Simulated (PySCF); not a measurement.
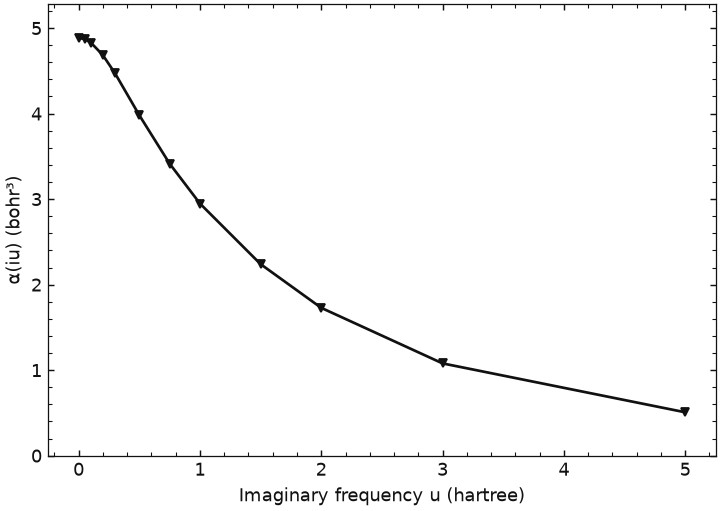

Dipole polarisability at imaginary frequency of Cd²⁺ ([Kr] 4d¹⁰). Coupled response at the PBE0 level; PySCF, aug-cc-pVDZ-PP with a 28-electron core potential, unrestricted single determinants, no spin-orbit coupling.

Give the static polarisability, its fall-off and C₆.

Answer. The static dipole polarisability is 4.89 bohr³; α(iu) falls to half of it near u = 1.3 hartree. The Casimir–Polder integral gives C₆ = 24.0 hartree bohr⁶ for two such species.
